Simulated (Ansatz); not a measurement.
```xyz
12

Al   -1.3691    0.9403   -0.9103
C    -0.8999   -0.9861   -1.0241
Al    0.1073   -1.3976    0.5603
C     1.2734    0.1391    1.1189
Cl    0.9711    1.5602   -0.0330
H    -1.3532    1.8708   -2.1979
H    -2.2331    1.3603    0.3660
H    -1.7831   -1.6378   -1.1460
H    -0.2714   -1.1070   -1.9284
H     0.1112   -2.6496    1.5338
H     1.0555    0.5382    2.1218
H     2.3593   -0.0324    1.0631
```

Method: RKS B3LYP-D4/def2-SVP in Ansatz 0.2.0.

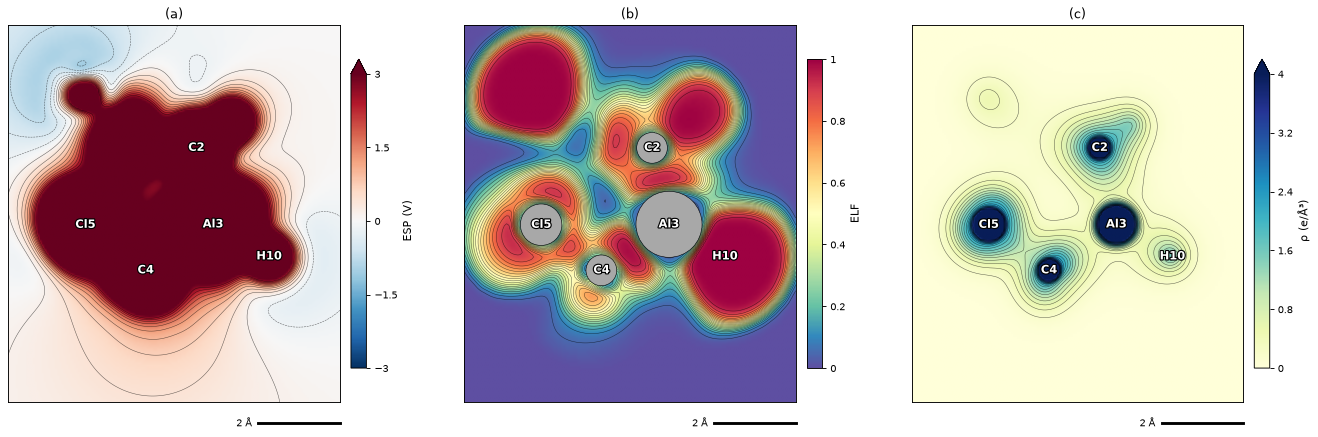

C2H7Al2Cl. (a) molecular electrostatic potential; (b) ELF; (c) total electron density on the plane of atoms Al3, C4 and Cl5. Grey discs cover the atomic cores in the ELF map.

**Interpret the plot.**

- The plane passes through C, Al, Cl and H nuclei.
- C–Cl (1.85 Å): ρ is about 1.1 e/Å³ halfway, with its minimum of 0.99 e/Å³ about 0.8 Å from C; the ELF peaks at about 0.85 between the atoms: a covalent bond.
- C–Al (1.92 Å): the density is about 0.73 e/Å³ at the midpoint; the ELF peaks at about 0.95 between the atoms, as expected for a polar covalent bond.
- C–Al (2.01 Å): the density is about 0.68 e/Å³ at the midpoint; the ELF peaks at about 1 between the atoms (a polar covalent bond).
- Al–H (1.59 Å): ρ is about 0.53 e/Å³ halfway; the ELF climbs to about 1 towards the hydrogen.
- The ELF also peaks beside Cl5, away from the bonds: lone-pair regions.
- Outside the dense part of the molecule the potential is most negative (−1.0 V) near H6, which lies off the plane.
